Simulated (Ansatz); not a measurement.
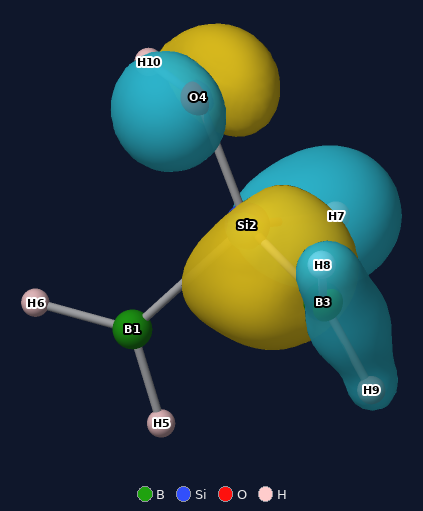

Figure 1: B2H6OSi (SMILES B[SiH](B)O). The HOMO−1 at ±0.15 Å⁻³ᐟ² (yellow and cyan are the two phases), seen at an oblique angle.

Method: Ansatz, RKS PBE0/def2-SVP.

The calculation's input:

```
crystal:
  periodic: [false, false, false]
  atoms:
    - { symbol: B, position_ang: [-1.3049, 0.8129, 0.0504] }
    - { symbol: Si, position_ang: [0.171, -0.2317, -0.4591] }
    - { symbol: B, position_ang: [0.8162, -1.1369, 1.1019] }
    - { symbol: O, position_ang: [1.4808, 0.7835, -1.1134] }
    - { symbol: H, position_ang: [-2.4041, 0.6503, -0.4752] }
    - { symbol: H, position_ang: [-1.2305, 1.7326, 0.8384] }
    - { symbol: H, position_ang: [-0.2079, -1.2222, -1.4563] }
    - { symbol: H, position_ang: [1.84396, -1.61869, 1.11259] }
    - { symbol: H, position_ang: [-0.01126, -1.68851, 1.85198] }
    - { symbol: H, position_ang: [1.0546, 1.0698, -1.9625] }
basis:
  gaussian: { orbitals: def2-SVP }
hamiltonian:
  xc: pbe0
relax:
  f_tol: 0.015
  max_steps: 40
output:
  orbitals: {}
```

Run with:

```sh
ansatz run input.yaml --threads 1 --pin off --max-ram 2048MiB --backend cpu --events-out ev --progress --plain --runs-dir out
```

The fields are those of the relaxed geometry.

Question: Where does this orbital lie, and at what energy?

Answer: By Hirshfeld shares it lies mainly on O4 (about 30 %), Si2 (about 25 %), B3 (about 20 %) and H7 (about 15 %). Its energy is −8.14 eV.
